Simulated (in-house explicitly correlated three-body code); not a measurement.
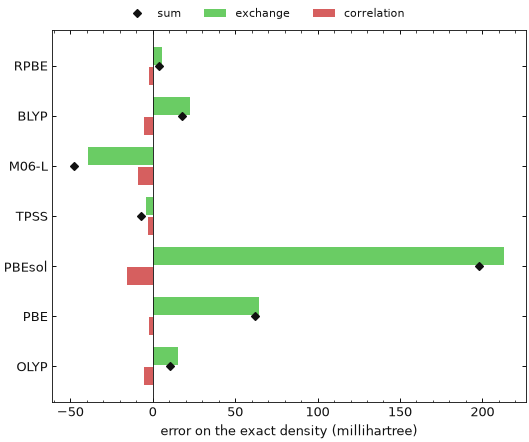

Two electrons around a point charge Z = 5.9. Computed variationally in 260 exponentially correlated functions with an in-house code, non-relativistic, converged to about 10⁻⁷ hartree. The exact exchange and correlation energies are −3465 and −45.03 millihartree. The plot shows the errors of BLYP, M06-L, OLYP, PBE, PBEsol, RPBE and TPSS, evaluated on the exact density.

> Which functional is best in the sum, and where do errors cancel?

By the size of the summed error (millihartree): RPBE +3.5, TPSS −6.8, OLYP +11, BLYP +18, M06-L −48, PBE +62, PBEsol +198. Errors of exchange and correlation cancel by a quarter or more for RPBE (+5.6 and −2.1) and OLYP (+16 and −5.0).
